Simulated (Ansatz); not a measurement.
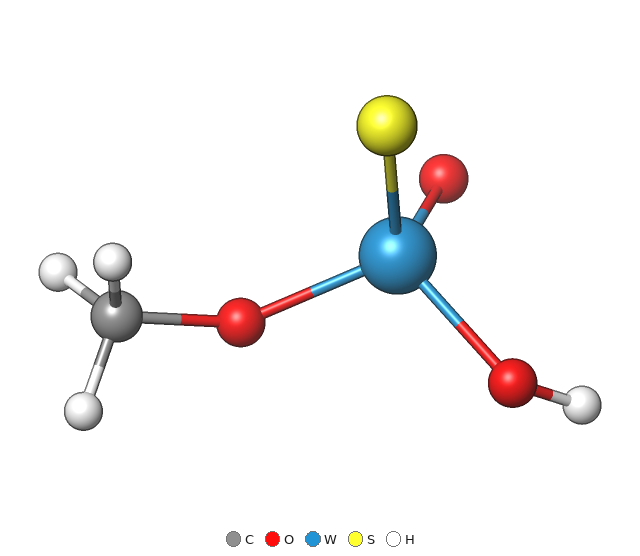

The picture shows a molecular structure as a ball-and-stick model. Every bond is drawn as one stick, whatever its order.

Charge 0, singlet.

**Which formula does it have?**

CH₄O₃SW, 10 atoms: 1 carbon, 4 hydrogen, 3 oxygen, 1 sulfur and 1 tungsten.

**Give a SMILES string for it.**

C[O][W@](=[O])([OH])=[S]

**How many atoms are distinct by symmetry?**

10: 1 C, 1 O, 1 W, 1 O, 1 O, 1 S, 1 H, 1 H, 1 H, 1 H.

The parts below concern this one geometry. Atoms keep their numbers from picture to picture. The geometry was computed by an optimisation with PBE0-D4/def2-TZVP.

**Shape**

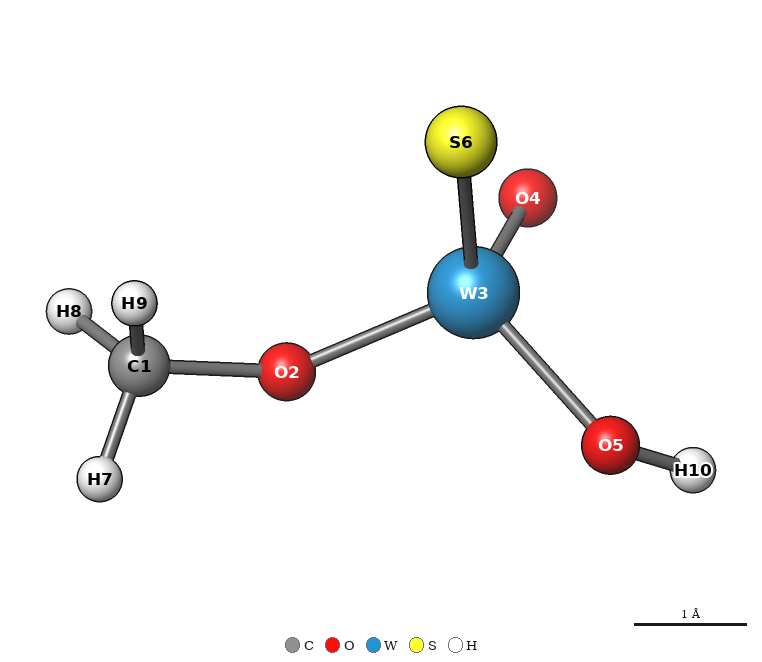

Numbered structure.

**Describe the coordination of atom 5.**

O5 has 2 neighbours (W3 at 1.88, H10 at 0.96 Å); the arrangement is bent.

**How are the neighbours of atom 2 arranged?**

O2 has 2 neighbours (C1 at 1.41, W3 at 1.85 Å); the arrangement is bent.

**Describe the coordination of atom 3.**

W3 has 4 neighbours (O2 at 1.85, O4 at 1.70, O5 at 1.88, S6 at 2.14 Å); the arrangement is tetrahedral.

**How are the neighbours of atom 1 arranged?**

C1 has 4 neighbours (O2 at 1.41, H7 at 1.09, H8 at 1.09, H9 at 1.09 Å); the arrangement is tetrahedral.

**What is the dihedral angle C1–O2–W3–S6?**

1° in size, that is syn (eclipsed).

**Vibrations**

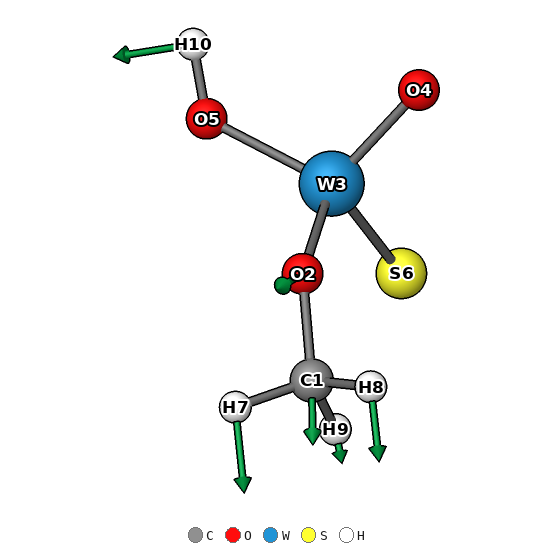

The arrows show one normal mode. Harmonic vibrations computed with RKS PBE0-D4/def2-TZVP, core potentials on W (Ansatz 0.2.0) at a stationary point of the same level.

**Estimate its harmonic wavenumber.**

592 cm⁻¹; it is mode 11 of 24 counted from the lowest.

**Dipole moment**

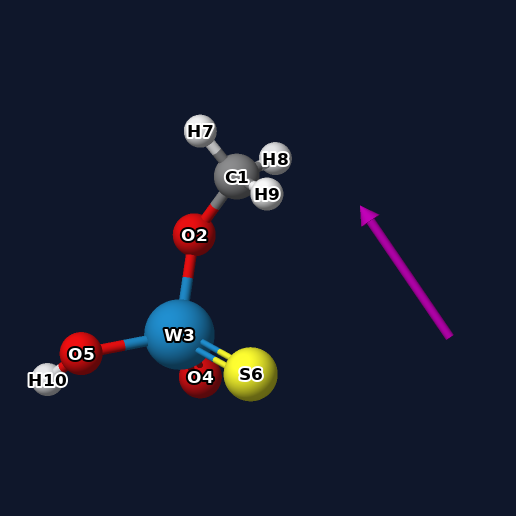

The arrow beside the molecule shows the direction of the dipole moment, from the negative to the positive end (its length means nothing). Level of theory: RKS ωB97M-V/def2-TZVPP, core potentials on W (Ansatz 0.2.0).

**How large is the dipole moment?**

3.29 D; it points from the side of S6 to the side of H7 (the outermost atoms at the two ends).

**Charges**

The questions are on Mulliken charges. Level of theory: RKS B3LYP-D4/def2-TZVPP, core potentials on W (Ansatz 0.2.0).

**Which atom carries the highest charge (most positive or least negative)?**

W3 (1.02 e).

**And the lowest?**

O4, O5 (−0.40 e).

List the Mulliken charges.

```csv
atom,value (e)
C1,−0.10
O2,−0.39
W3,1.02
O4,−0.40
O5,−0.40
S6,−0.29
H7,0.12
H8,0.12
H9,0.11
H10,0.21
```

Mulliken values depend strongly on the basis set and can even reverse the polarity of a bond.
